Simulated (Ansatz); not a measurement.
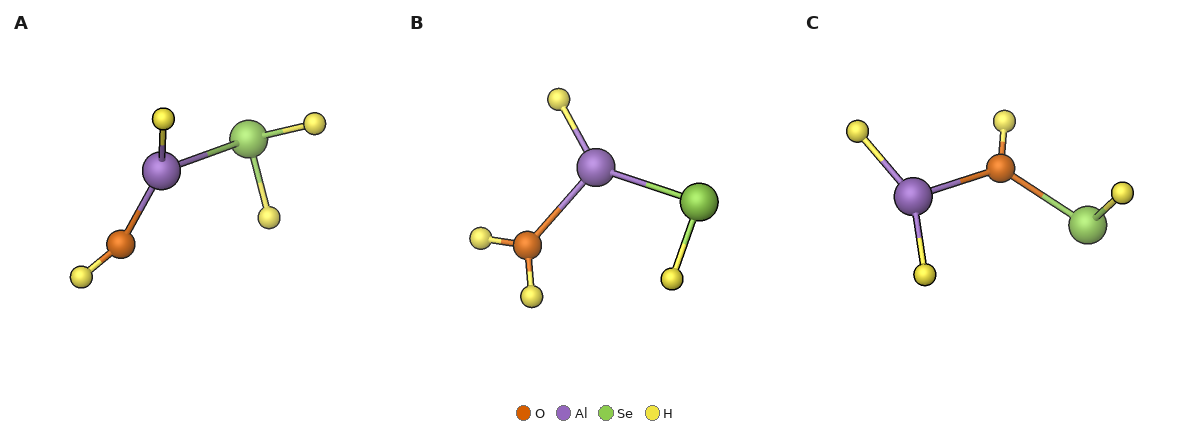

3 stationary structures of one formula. The species has charge +1 and is a spin singlet. Geometries: PBE0-D4/def2-TZVP. Electronic energies: PBE0-D4/def2-TZVP (Ansatz 0.2.0), without zero-point energy. No frequency run is at hand to confirm each as a minimum. Each is one conformer, not always the lowest.

### Rank them by energy, lowest first.

B is lowest (Cs); A lies 5.6 kcal/mol above it (C1), C lies 54.1 kcal/mol above it (C1).
